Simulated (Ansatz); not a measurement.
**C7H7F6GaO2 (GaMe2(hfac)): density, localisation and related maps**

Input file:

```
crystal:
  periodic: [false, false, false]
  atoms:
    - {symbol: Ga, position_ang: [1.327145, -0.052667, 1.044308]}
    - {symbol: C, position_ang: [0.729274, -0.022808, 2.916494]}
    - {symbol: H, position_ang: [-0.375982, 0.033306, 2.965818]}
    - {symbol: H, position_ang: [1.148387, 0.853401, 3.450241]}
    - {symbol: H, position_ang: [1.057182, -0.938355, 3.448128]}
    - {symbol: C, position_ang: [3.050644, -0.116169, 0.102945]}
    - {symbol: H, position_ang: [2.891872, -0.302677, -0.978046]}
    - {symbol: H, position_ang: [3.698097, -0.920288, 0.507394]}
    - {symbol: H, position_ang: [3.586979, 0.848083, 0.216348]}
    - {symbol: O, position_ang: [0.280460, 1.418826, 0.134298]}
    - {symbol: C, position_ang: [-0.727895, 1.258552, -0.622328]}
    - {symbol: C, position_ang: [-1.326544, 2.588770, -1.130076]}
    - {symbol: F, position_ang: [-0.393098, 3.280657, -1.810026]}
    - {symbol: F, position_ang: [-1.730388, 3.334563, -0.083978]}
    - {symbol: F, position_ang: [-2.385996, 2.396639, -1.944484]}
    - {symbol: C, position_ang: [-1.320329, 0.047584, -1.026120]}
    - {symbol: C, position_ang: [-0.824165, -1.204721, -0.618408]}
    - {symbol: C, position_ang: [-1.513038, -2.485377, -1.139101]}
    - {symbol: F, position_ang: [-1.879696, -3.264158, -0.104597]}
    - {symbol: F, position_ang: [-0.653204, -3.179728, -1.910871]}
    - {symbol: F, position_ang: [-2.612704, -2.212990, -1.874159]}
    - {symbol: O, position_ang: [0.164017, -1.440868, 0.144971]}
    - {symbol: H, position_ang: [-2.191007, 0.080415, -1.688752]}
basis:
  gaussian: {orbitals: def2-TZVP, fitting: {mean_field: def2-universal-jkfit}, initial_orbitals: start.molden}
hamiltonian: {xc: pbe0, dispersion: d4}
scf: {omitted_lower_state_checks: [starts]}
output: {forces: true, orbitals: {seedname: orbitals}}
```

Command:

```sh
ansatz run in.yaml --threads 2 --pin off --events-out ev --progress --plain --max-ram 32768MiB --backend cuda --devices 0, --max-vram 18GiB
```

Geometry: PBE-D4/def2-SVP; not at a stationary point (largest force 1.2 eV/Å).

All numbers below come from Ansatz, RKS PBE0-D4/def2-TZVP.

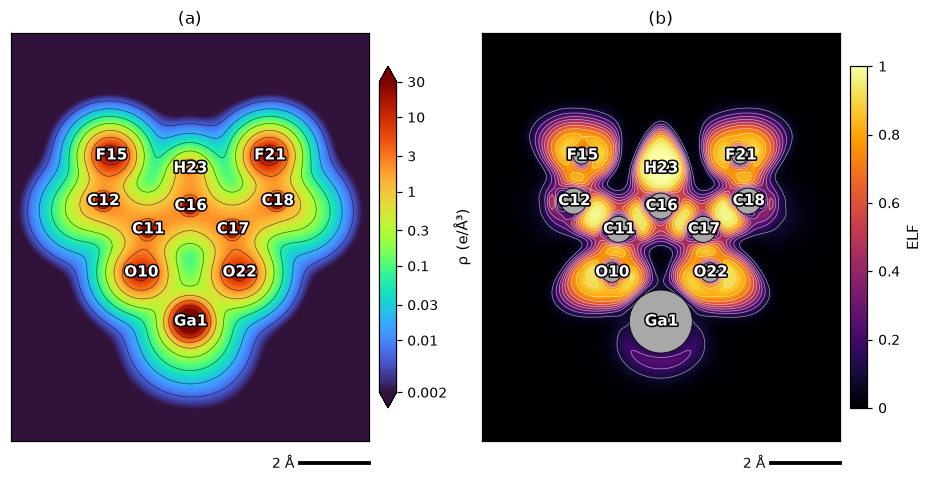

Figure 1. (a) total electron density; (b) ELF on the plane of atoms C11, C16 and C17. Grey discs cover the atomic cores in the ELF map.

Q: What do the fields say about this system?

A: The plane passes through Ga, O, C, F and H nuclei.
C–O (1.27 Å): ρ is about 2.9 e/Å³ halfway; the ELF peaks at about 0.85 between the atoms (a short, strongly polar bond).
C–F (1.35 Å): the density is about 2.3 e/Å³ at the midpoint, with its minimum of 1.9 e/Å³ about 0.5 Å from C; the ELF peaks at about 0.85 between the atoms, as expected for a polar covalent bond.
C–C (1.41 Å): ρ is about 2.1 e/Å³ halfway; the ELF peaks at about 0.95 between the atoms: localised, covalent bonding.
Ga–O (2.02 Å): ρ at the midpoint is about 0.51 e/Å³; the ELF peaks at about 0.90 in the valence shell of O, 0.6 Å from its nucleus, and is about 0.20 at the midpoint.
C–H (1.09 Å): ρ at the midpoint is about 2 e/Å³; the ELF climbs to about 1 towards the hydrogen, as it does in any bond to H: an ordinary covalent bond to hydrogen.
The ELF also peaks beside O10, O22, F21 and F15, away from the bonds: lone-pair regions.

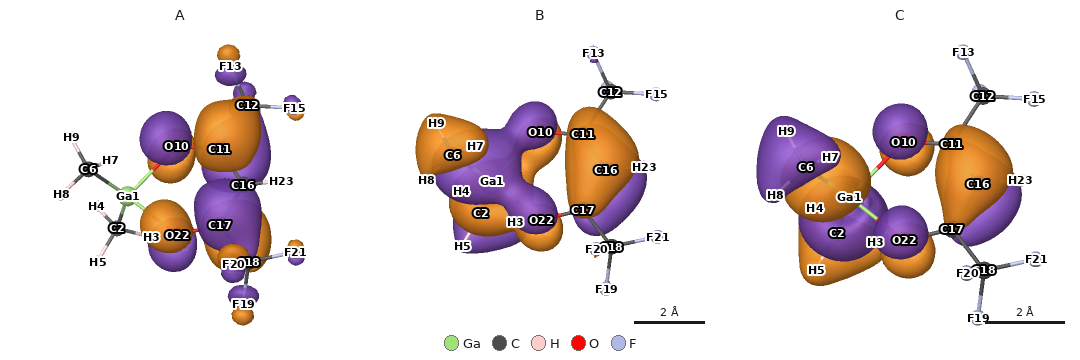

Figure 2. Three frontier orbitals at ±0.08 Å⁻³ᐟ² (orange and purple are the two phases), in no order.

Q: Which picture is the HOMO−1, the HOMO and the LUMO?

A: B is the HOMO−1 (−8.57 eV). By Hirshfeld shares it lies mainly on C16 (about 20 %), C6 (about 15 %), Ga1 (about 10 %), C2 (about 10 %), O10 (about 10 %) and O22 (about 10 %). C is the HOMO (−7.70 eV). It lies mainly on C2 (about 15 %), C6 (about 15 %), C16 (about 15 %), Ga1 (about 10 %), O10 (about 10 %) and O22 (about 10 %). A is the LUMO (−3.14 eV). By Hirshfeld shares it lies mainly on C17 (about 25 %), C11 (about 25 %), O10 (about 15 %) and O22 (about 15 %).

Q: What is the HOMO–LUMO gap?

A: 4.56 eV between the orbital energies.
